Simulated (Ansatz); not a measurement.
**TaO radical: geometry and frequencies at several levels**

Wanted for TaO radical: geometry and frequencies at several levels. Spin multiplicity 2.

Computed with Ansatz 0.2.0 (the levels named in each step, unless a step's input says otherwise).

### Step 1. Starting point

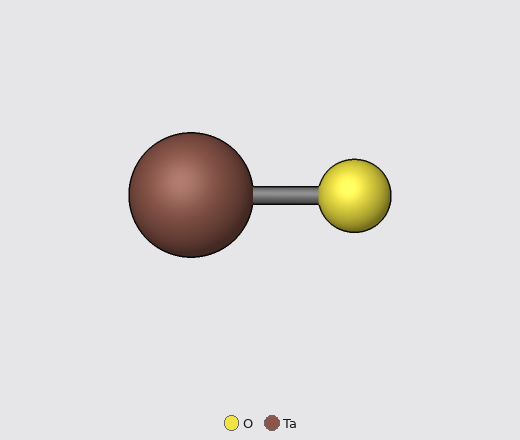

Start, viewed from a chosen angle; oxygen yellow, tantalum brown.

As a file:

```xyz
2

O     0.0000    0.0000    0.0000
Ta    0.0000    0.0000    1.7202
```

### Step 2. A rough first relaxation, PBE-D4/def2-SVP

Contents of input.yaml:

```yaml
crystal:
  periodic: [false, false, false]
  atoms:
    - { symbol: O, position_ang: [0.0, 0.0, 0.0] }
    - { symbol: Ta, position_ang: [0.0, 0.0, 1.72019] }
magnetization:
  spin_polarized: true
  initial_magnetization: 1
basis:
  gaussian: { orbitals: def2-SVP }
hamiltonian:
  xc: pbe
  dispersion: d4
relax:
  f_tol: 0.03
  max_steps: 200
```

On the command line:

```sh
$ ansatz run input.yaml --threads 1 --pin off --max-ram 2560MiB --backend cpu --events-out ev --progress --plain --runs-dir out
```

Log, cut to the lines that bear on the results:

```text
Warning: RAYON_NUM_THREADS=1 ignored (pool sized by the plan → 1); use --threads N
[...]
Functional definition: PBE
[...]
447 factors; their error is unknown
[...]
mean field -3594.24308017 eV, -132.0859969309 hartree, gradient 1.2e-5 eV, S^2 1.049039; 15 other end points of the search recorded, 0 dependent functions left out
[...]
reference -3594.24311278 eV, -132.0859981291 hartree; 11, 10 occupied and 35, 36 virtual orbitals, 447 factors
relax step   1: F+E_penalty+E_count = -3594.27616307 eV  Δ(F+E_penalty+E_count) = +0.000e0 eV  max|allowed force component| = 8.915e-1 eV/Å  Δτ_max = 0.0000 Å  (485 SCF iters, accepted)
[...]
relax step   2: F+E_penalty+E_count = -3594.28371484 eV  Δ(F+E_penalty+E_count) = -7.552e-3 eV  max|allowed force component| = 7.659e-2 eV/Å  Δτ_max = 0.0077 Å  (37 SCF iters, accepted)
[...]
relax step   3: F+E_penalty+E_count = -3594.28376803 eV  Δ(F+E_penalty+E_count) = -5.319e-5 eV  max|allowed force component| = 1.359e-3 eV/Å  Δτ_max = 0.0007 Å  (36 SCF iters, accepted)
447 factors; their error is unknown
[...]
mean field -3594.25061037 eV, -132.0862736605 hartree, gradient 2.5e-5 eV, S^2 1.038783; 12 other end points of the search recorded, 0 dependent functions left out
[...]
reference -3594.25064293 eV, -132.0862748569 hartree; 11, 10 occupied and 35, 36 virtual orbitals, 447 factors
Total energy: -3594.28380059 eV, -132.0874933785 hartree
Atom 0 at     0.000000    -0.000000     0.008420 Å, force    -0.000000     0.000000    -0.001359 eV/Å
Atom 1 at    -0.000000     0.000000     1.711770 Å, force     0.000000    -0.000000     0.001359 eV/Å
Dipole moment:     0.000000    -0.000000     0.574374 e Å
```

Wall time 65 s (1 thread of Intel Xeon at 2.50GHz (Skylake/Cascade Lake), shared host); peak memory 0.13 GiB.

Relaxation path:

```
step  E - E(step 1) (eV)  largest force component (eV/Å)
   1              0.0000                          0.8915
   2             -0.0076                          0.0766
   3             -0.0076                          0.0014
```

Step 1 is the start.

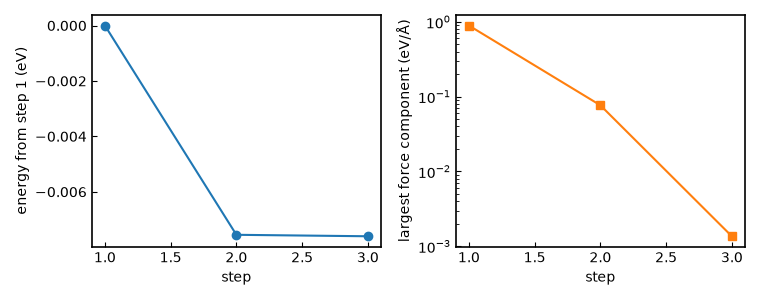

Energy and largest force along the relaxation.

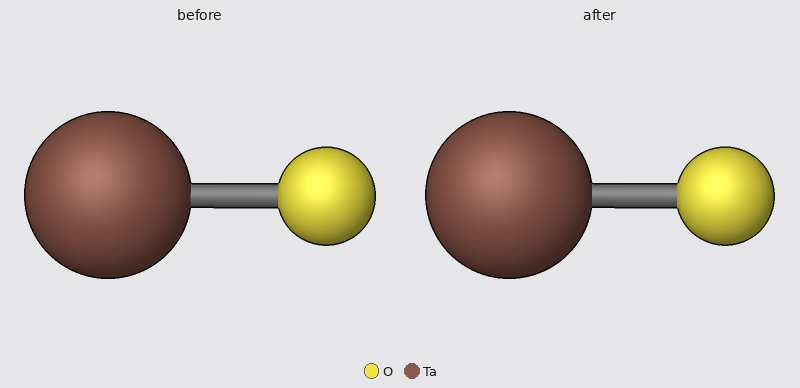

The structure before (left) and after (right) the relaxation, drawn at the same scale. The change is too small to see at this scale.

Before: Bond lengths: O1–Ta2 1.720 Å.

After: Bond lengths: O1–Ta2 1.703 Å.

### Step 3. Relaxation, HF/def2-SVP

Contents of input.yaml:

```yaml
crystal:
  periodic: [false, false, false]
  atoms:
    - { symbol: O, position_ang: [0.0, 0.0, 0.00841959] }
    - { symbol: Ta, position_ang: [0.0, 0.0, 1.71177041] }
magnetization:
  spin_polarized: true
  initial_magnetization: 1
basis:
  gaussian: { orbitals: def2-SVP }
hamiltonian:
  xc: hf
relax:
  f_tol: 0.002
  max_steps: 150
```

On the command line:

```sh
$ ansatz run input.yaml --threads 1 --pin off --max-ram 2560MiB --backend cpu --events-out ev --progress --plain --runs-dir out
```

Log, cut to the lines that bear on the results:

```text
Warning: RAYON_NUM_THREADS=1 ignored (pool sized by the plan → 1); use --threads N
[...]
Functional definition: HF
[...]
481 factors; integrals over basis functions are off by at most 2.7e-4 eV
[...]
mean field -3568.47940450 eV, -131.1391993132 hartree, gradient 1.5e-5 eV, S^2 1.074361; 7 other end points of the search recorded, 0 dependent functions left out
[...]
reference -3568.47940450 eV, -131.1391993132 hartree; 11, 10 occupied and 35, 36 virtual orbitals, 481 factors
relax step   1: F+E_penalty+E_count = -3568.47940450 eV  Δ(F+E_penalty+E_count) = +0.000e0 eV  max|allowed force component| = 1.442e0 eV/Å  Δτ_max = 0.0000 Å  (484 SCF iters, accepted)
[...]
relax step   2: F+E_penalty+E_count = -3568.49685221 eV  Δ(F+E_penalty+E_count) = -1.745e-2 eV  max|allowed force component| = 1.119e-2 eV/Å  Δτ_max = 0.0118 Å  (63 SCF iters, accepted)
[...]
relax step   3: F+E_penalty+E_count = -3568.49685318 eV  Δ(F+E_penalty+E_count) = -9.723e-7 eV  max|allowed force component| = 2.337e-4 eV/Å  Δτ_max = 0.0001 Å  (55 SCF iters, accepted)
481 factors; integrals over basis functions are off by at most 2.7e-4 eV
[...]
mean field -3568.49685318 eV, -131.1398405404 hartree, gradient 1.1e-5 eV, S^2 1.045009; 9 other end points of the search recorded, 0 dependent functions left out
[...]
reference -3568.49685318 eV, -131.1398405404 hartree; 11, 10 occupied and 35, 36 virtual orbitals, 481 factors
Total energy: -3568.49685318 eV, -131.1398405404 hartree
Atom 0 at    -0.000000     0.000000     0.020284 Å, force     0.000000     0.000000    -0.000234 eV/Å
Atom 1 at     0.000000    -0.000000     1.699906 Å, force    -0.000000    -0.000000     0.000234 eV/Å
Dipole moment:     0.000000     0.000000     0.745742 e Å
```

It took 28 s on 1 thread of Intel Xeon at 2.50GHz (Skylake/Cascade Lake), shared host; peak memory 0.1 GiB.

The steps of the relaxation:

| step | E - E(step 1) (eV) | largest force component (eV/Å) |
| --- | --- | --- |
| 1 | 0.0000 | 1.4416 |
| 2 | -0.0174 | 0.0112 |
| 3 | -0.0174 | 0.0002 |

Step 1 is the start.

Before: Bond lengths: O1–Ta2 1.703 Å.

After: Bond lengths: O1–Ta2 1.680 Å.

### Step 4. Frequencies, HF/def2-SVP

Contents of input.yaml:

```yaml
crystal:
  periodic: [false, false, false]
  atoms:
    - { symbol: O, position_ang: [0.0, 0.0, 0.02028376] }
    - { symbol: Ta, position_ang: [0.0, 0.0, 1.69990624] }
magnetization:
  spin_polarized: true
  initial_magnetization: 1
basis:
  gaussian: { orbitals: def2-SVP }
hamiltonian:
  xc: hf
phonons: {}
```

On the command line:

```sh
$ ansatz run input.yaml --threads 1 --pin off --max-ram 2560MiB --backend cpu --events-out ev --progress --plain --runs-dir out
```

Log, cut to the lines that bear on the results:

```text
Warning: RAYON_NUM_THREADS=1 ignored (pool sized by the plan → 1); use --threads N
[...]
[... 1 set-up line as earlier in the session ...]
[...]
482 factors; integrals over basis functions are off by at most 2.6e-4 eV
[...]
mean field -3568.49687070 eV, -131.1398411843 hartree, gradient 1.8e-5 eV, S^2 1.045001; 9 other end points of the search recorded, 0 dependent functions left out
[...]
reference -3568.49687070 eV, -131.1398411843 hartree; 11, 10 occupied and 35, 36 virtual orbitals, 482 factors
[...]
482 factors; integrals over basis functions are off by at most 2.6e-4 eV
mean field -3568.49687070 eV, -131.1398411843 hartree, gradient 2.3e-6 eV, S^2 1.045003; 0 other end points of the search recorded, 0 dependent functions left out
[...]
reference -3568.49687070 eV, -131.1398411843 hartree; 11, 10 occupied and 35, 36 virtual orbitals, 482 factors
[...]
482 factors; integrals over basis functions are off by at most 2.6e-4 eV
[...]
482 factors; integrals over basis functions are off by at most 2.6e-4 eV
[...]
mean field -3568.49667043 eV, -131.1398338245 hartree, gradient 3.0e-6 eV, S^2 1.048067; 0 other end points of the search recorded, 0 dependent functions left out
[...]
reference -3568.49667043 eV, -131.1398338245 hartree; 11, 10 occupied and 35, 36 virtual orbitals, 482 factors
[...]
482 factors; integrals over basis functions are off by at most 2.6e-4 eV
mean field -3568.49666771 eV, -131.1398337244 hartree, gradient 2.5e-6 eV, S^2 1.041941; 0 other end points of the search recorded, 0 dependent functions left out
[...]
reference -3568.49666771 eV, -131.1398337244 hartree; 11, 10 occupied and 35, 36 virtual orbitals, 482 factors
Total energy: -3568.49687070 eV, -131.1398411843 hartree
Atom 0 at     0.000000     0.000000     0.020284 Å, force    -0.000000    -0.000000    -0.000205 eV/Å
Atom 1 at     0.000000     0.000000     1.699906 Å, force     0.000000     0.000000     0.000205 eV/Å
Dipole moment:     0.000000     0.000000     0.745740 e Å
Vibrations: 1092.54 cm⁻¹, zero-point energy 0.067729 eV
```

It took 30 s on 1 thread of Intel Xeon at 2.50GHz (Skylake/Cascade Lake), shared host; peak memory 0.097 GiB.

Harmonic frequencies (cm⁻¹; negative: imaginary): 1093.

### Step 5. Relaxation, LDA/def2-SVP

Contents of input.yaml:

```yaml
crystal:
  periodic: [false, false, false]
  atoms:
    - { symbol: O, position_ang: [0.0, 0.0, 0.00841959] }
    - { symbol: Ta, position_ang: [0.0, 0.0, 1.71177041] }
magnetization:
  spin_polarized: true
  initial_magnetization: 1
basis:
  gaussian: { orbitals: def2-SVP }
hamiltonian:
  xc: lda
relax:
  f_tol: 0.002
  max_steps: 150
```

On the command line:

```sh
$ ansatz run input.yaml --threads 1 --pin off --max-ram 2560MiB --backend cpu --events-out ev --progress --plain --runs-dir out
```

Log, cut to the lines that bear on the results:

```text
Warning: RAYON_NUM_THREADS=1 ignored (pool sized by the plan → 1); use --threads N
[...]
Functional definition: SPW92
[...]
447 factors; their error is unknown
[...]
mean field -3577.75756810 eV, -131.4801655365 hartree, gradient 6.7e-6 eV, S^2 0.756017; 9 other end points of the search recorded, 0 dependent functions left out
[...]
reference -3577.75759897 eV, -131.4801666708 hartree; 11, 10 occupied and 35, 36 virtual orbitals, 447 factors
relax step   1: F+E_penalty+E_count = -3577.75756810 eV  Δ(F+E_penalty+E_count) = +0.000e0 eV  max|allowed force component| = 8.649e-1 eV/Å  Δτ_max = 0.0000 Å  (368 SCF iters, accepted)
[...]
relax step   2: F+E_penalty+E_count = -3577.76412543 eV  Δ(F+E_penalty+E_count) = -6.557e-3 eV  max|allowed force component| = 5.324e-2 eV/Å  Δτ_max = 0.0071 Å  (38 SCF iters, accepted)
[...]
relax step   3: F+E_penalty+E_count = -3577.76414917 eV  Δ(F+E_penalty+E_count) = -2.374e-5 eV  max|allowed force component| = 8.069e-4 eV/Å  Δτ_max = 0.0005 Å  (36 SCF iters, accepted)
447 factors; their error is unknown
[...]
mean field -3577.76414917 eV, -131.4804073863 hartree, gradient 7.4e-6 eV, S^2 0.755733; 10 other end points of the search recorded, 0 dependent functions left out
[...]
reference -3577.76418000 eV, -131.4804085194 hartree; 11, 10 occupied and 35, 36 virtual orbitals, 447 factors
Total energy: -3577.76418000 eV, -131.4804085194 hartree
Atom 0 at     0.000000     0.000000     0.015937 Å, force    -0.000000     0.000000    -0.000807 eV/Å
Atom 1 at    -0.000000    -0.000000     1.704253 Å, force     0.000000    -0.000000     0.000807 eV/Å
Dipole moment:    -0.000000    -0.000000     0.530865 e Å
```

Run time: 24 s. Hardware: 1 thread of Intel Xeon at 2.50GHz (Skylake/Cascade Lake), shared host; peak memory 0.12 GiB.

Step by step:

```
step  energy from step 1 (eV)  largest force component (eV/Å)
   1                   0.0000                          0.8649
   2                  -0.0066                          0.0532
   3                  -0.0066                          0.0008
```

Step 1 is the start.

Before: Bond lengths: O1–Ta2 1.703 Å.

After: Bond lengths: O1–Ta2 1.688 Å.

### Step 6. Frequencies, LDA/def2-SVP

Contents of input.yaml:

```yaml
crystal:
  periodic: [false, false, false]
  atoms:
    - { symbol: O, position_ang: [0.0, 0.0, 0.01593715] }
    - { symbol: Ta, position_ang: [0.0, 0.0, 1.70425285] }
magnetization:
  spin_polarized: true
  initial_magnetization: 1
basis:
  gaussian: { orbitals: def2-SVP }
hamiltonian:
  xc: lda
phonons: {}
```

On the command line:

```sh
$ ansatz run input.yaml --threads 1 --pin off --max-ram 2560MiB --backend cpu --events-out ev --progress --plain --runs-dir out
```

Log, cut to the lines that bear on the results:

```text
Warning: RAYON_NUM_THREADS=1 ignored (pool sized by the plan → 1); use --threads N
[...]
[... 1 set-up line as earlier in the session ...]
[...]
447 factors; their error is unknown
[...]
mean field -3577.76414917 eV, -131.4804073863 hartree, gradient 1.6e-6 eV, S^2 0.755733; 9 other end points of the search recorded, 0 dependent functions left out
[...]
reference -3577.76418000 eV, -131.4804085194 hartree; 11, 10 occupied and 35, 36 virtual orbitals, 447 factors
[...]
447 factors; their error is unknown
mean field -3577.76414917 eV, -131.4804073864 hartree, gradient 1.9e-6 eV, S^2 0.755733; 0 other end points of the search recorded, 0 dependent functions left out
[...]
reference -3577.76418000 eV, -131.4804085195 hartree; 11, 10 occupied and 35, 36 virtual orbitals, 447 factors
[...]
447 factors; their error is unknown
[...]
reference -3577.76418000 eV, -131.4804085195 hartree; 11, 10 occupied and 35, 36 virtual orbitals, 447 factors
[...]
447 factors; their error is unknown
mean field -3577.76396493 eV, -131.4804006158 hartree, gradient 1.8e-6 eV, S^2 0.755779; 0 other end points of the search recorded, 0 dependent functions left out
[...]
reference -3577.76399577 eV, -131.4804017491 hartree; 11, 10 occupied and 35, 36 virtual orbitals, 447 factors
[...]
447 factors; their error is unknown
mean field -3577.76395929 eV, -131.4804004083 hartree, gradient 1.9e-6 eV, S^2 0.755687; 0 other end points of the search recorded, 0 dependent functions left out
[...]
reference -3577.76399011 eV, -131.4804015412 hartree; 11, 10 occupied and 35, 36 virtual orbitals, 447 factors
Total energy: -3577.76418000 eV, -131.4804085194 hartree
Atom 0 at     0.000000     0.000000     0.015937 Å, force    -0.000000     0.000000    -0.000807 eV/Å
Atom 1 at     0.000000     0.000000     1.704253 Å, force     0.000000    -0.000000     0.000807 eV/Å
Dipole moment:    -0.000000     0.000000     0.530865 e Å
Vibrations: 1052.32 cm⁻¹, zero-point energy 0.065236 eV
```

It took 29 s on 1 thread of Intel Xeon at 2.50GHz (Skylake/Cascade Lake), shared host; peak memory 0.12 GiB.

Harmonic frequencies (cm⁻¹; negative: imaginary): 1052.

### Step 7. Relaxation, PBE-D4/def2-SVP

Contents of input.yaml:

```yaml
crystal:
  periodic: [false, false, false]
  atoms:
    - { symbol: O, position_ang: [0.0, 0.0, 0.00841959] }
    - { symbol: Ta, position_ang: [0.0, 0.0, 1.71177041] }
magnetization:
  spin_polarized: true
  initial_magnetization: 1
basis:
  gaussian: { orbitals: def2-SVP }
hamiltonian:
  xc: pbe
  dispersion: d4
relax:
  f_tol: 0.002
  max_steps: 150
```

On the command line:

```sh
$ ansatz run input.yaml --threads 1 --pin off --max-ram 2560MiB --backend cpu --events-out ev --progress --plain --runs-dir out
```

Log, cut to the lines that bear on the results:

```text
Warning: RAYON_NUM_THREADS=1 ignored (pool sized by the plan → 1); use --threads N
[...]
[... 1 set-up line as earlier in the session ...]
[...]
447 factors; their error is unknown
[...]
mean field -3594.25061037 eV, -132.0862736605 hartree, gradient 1.1e-5 eV, S^2 1.038787; 15 other end points of the search recorded, 0 dependent functions left out
[...]
reference -3594.25064293 eV, -132.0862748569 hartree; 11, 10 occupied and 35, 36 virtual orbitals, 447 factors
relax step   1: F+E_penalty+E_count = -3594.28376803 eV  Δ(F+E_penalty+E_count) = +0.000e0 eV  max|allowed force component| = 1.364e-3 eV/Å  Δτ_max = 0.0000 Å  (485 SCF iters, accepted)
Total energy: -3594.28380059 eV, -132.0874933785 hartree
Atom 0 at     0.000000     0.000000     0.008420 Å, force    -0.000000     0.000000    -0.001364 eV/Å
Atom 1 at     0.000000     0.000000     1.711770 Å, force     0.000000    -0.000000     0.001364 eV/Å
Dipole moment:    -0.000000     0.000000     0.574376 e Å
```

It took 36 s on 1 thread of Intel Xeon at 2.50GHz (Skylake/Cascade Lake), shared host; peak memory 0.13 GiB.

### Step 8. Frequencies, PBE-D4/def2-SVP

input.yaml, as its differences from that of step 7:

```diff
@@ -13,4 +13,2 @@
   dispersion: d4
-relax:
-  f_tol: 0.002
-  max_steps: 150
+phonons: {}
```

On the command line:

```sh
$ ansatz run input.yaml --threads 1 --pin off --max-ram 2560MiB --backend cpu --events-out ev --progress --plain --runs-dir out
```

Log, cut to the lines that bear on the results:

```text
Warning: RAYON_NUM_THREADS=1 ignored (pool sized by the plan → 1); use --threads N
[...]
[... 1 set-up line as earlier in the session ...]
[...]
447 factors; their error is unknown
[...]
mean field -3594.25061037 eV, -132.0862736605 hartree, gradient 1.1e-5 eV, S^2 1.038787; 15 other end points of the search recorded, 0 dependent functions left out
[...]
reference -3594.25064293 eV, -132.0862748569 hartree; 11, 10 occupied and 35, 36 virtual orbitals, 447 factors
[...]
447 factors; their error is unknown
[...]
mean field -3594.25061038 eV, -132.0862736609 hartree, gradient 1.5e-6 eV, S^2 1.038787; 0 other end points of the search recorded, 0 dependent functions left out
[...]
reference -3594.25064294 eV, -132.0862748573 hartree; 11, 10 occupied and 35, 36 virtual orbitals, 447 factors
[...]
447 factors; their error is unknown
[...]
reference -3594.25064294 eV, -132.0862748573 hartree; 11, 10 occupied and 35, 36 virtual orbitals, 447 factors
[...]
447 factors; their error is unknown
mean field -3594.25045265 eV, -132.0862678642 hartree, gradient 2.9e-6 eV, S^2 1.040307; 0 other end points of the search recorded, 0 dependent functions left out
[...]
reference -3594.25048521 eV, -132.0862690609 hartree; 11, 10 occupied and 35, 36 virtual orbitals, 447 factors
[...]
447 factors; their error is unknown
mean field -3594.25042184 eV, -132.0862667322 hartree, gradient 8.8e-7 eV, S^2 1.037266; 0 other end points of the search recorded, 0 dependent functions left out
[...]
reference -3594.25045439 eV, -132.0862679283 hartree; 11, 10 occupied and 35, 36 virtual orbitals, 447 factors
Total energy: -3594.28380059 eV, -132.0874933785 hartree
Atom 0 at     0.000000     0.000000     0.008420 Å, force    -0.000000     0.000000    -0.001364 eV/Å
Atom 1 at     0.000000     0.000000     1.711770 Å, force     0.000000    -0.000000     0.001364 eV/Å
Dipole moment:    -0.000000     0.000000     0.574376 e Å
Vibrations: 1012.32 cm⁻¹, zero-point energy 0.062756 eV
```

Wall time 62 s (1 thread of Intel Xeon at 2.50GHz (Skylake/Cascade Lake), shared host); peak memory 0.13 GiB.

Harmonic frequencies (cm⁻¹; negative: imaginary): 1012.

### Step 9. Geometries side by side

```tsv
level	O1–Ta2 (Å)	rotational constants (MHz)	dipole (D)	highest frequency (cm⁻¹)	CPU time
HF/def2-SVP	1.6796	12190	3.58	1093	17 s
LDA/def2-SVP	1.6883	12065	2.55	1052	18 s
PBE-D4/def2-SVP	1.7034	11853	2.76	1012	26 s
```

Constants are for the commonest isotopes at the equilibrium geometry; times are CPU times of the relaxations.

### Step 10. Results

| quantity | value |
| --- | --- |
| O1–Ta2 at PBE-D4/def2-SVP | 1.703 Å |
| frequencies at PBE-D4/def2-SVP | 1012 cm⁻¹ |

The O–Ta distance spreads over 0.024 Å, from HF/def2-SVP (shortest) to PBE-D4/def2-SVP. No mode is imaginary, so the geometry is a minimum. <S²> exceeds the pure value by up to 0.30: some mean fields break spin symmetry, which blurs their results. Heavy atoms carry effective core potentials in def2 sets, and spin-orbit coupling is left out.
